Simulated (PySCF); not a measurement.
Input file:

```
{"job": {"kind": "epr", "basis": "pcH-1"}, "charge": 0, "multiplicity": 2}
Al     0.137532     0.038623     0.153750
S     -0.665316     0.879246     2.020835
S     -1.029296     1.067200    -1.571132
S      2.261269    -0.394904    -0.219265
S     -1.046682    -1.715393    -0.806425
H      0.021867     0.012280     2.798577
H     -0.118716     0.701320    -2.502419
H      2.663398     0.810627     0.243127
H     -2.178847    -1.422180    -0.125639
```

Run with:

```sh
OMP_NUM_THREADS=1 python cluster_run.py task.json out
```

Geometry: PBE0-D3(BJ)/def2-SVP.

All numbers below come from UKS B3LYP, pcH-1 on Al H S, non-relativistic, mean-field spin-orbit, GIAO (PySCF 2.14.0, density-fitted response routines).

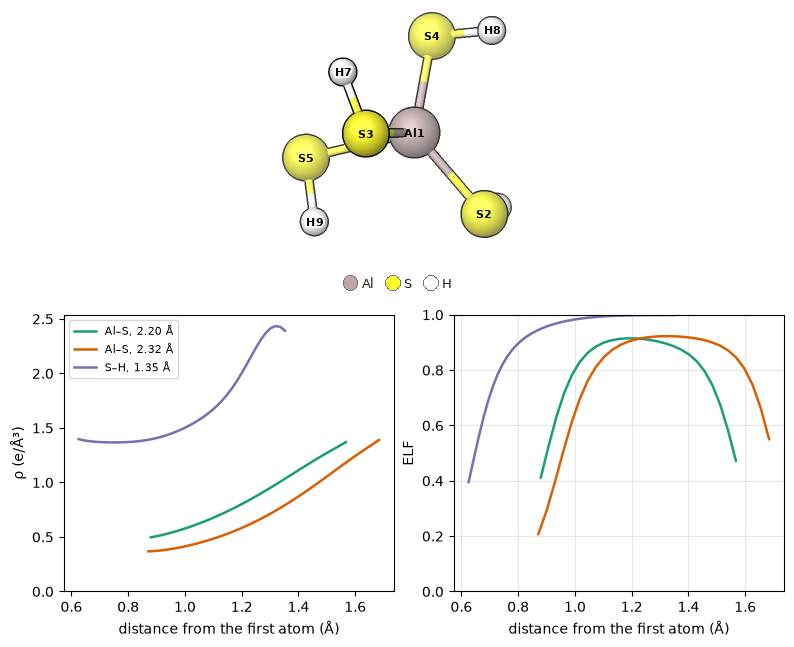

AlH₄S₄ (SMILES [SH][Al]([SH])([SH])[SH]) (doublet). Electron density and electron localisation function along straight lines between neighbouring atoms. The curves leave out the atomic cores. The structure is drawn too.

Q: What can be read from the curves?

A: Al–S (2.20 Å): ρ is about 0.68 e/Å³ halfway; the ELF peaks at about 0.90 in the valence shell of S, 1.0 Å from its nucleus, and is about 0.90 at the midpoint.
Al–S (2.32 Å): ρ at the midpoint is about 0.54 e/Å³; the ELF peaks at about 0.90 between the atoms, as expected for a polar covalent bond.
S–H (1.35 Å): ρ at the midpoint is about 1.4 e/Å³; the ELF climbs to about 1 towards the hydrogen, as it does in any bond to H.
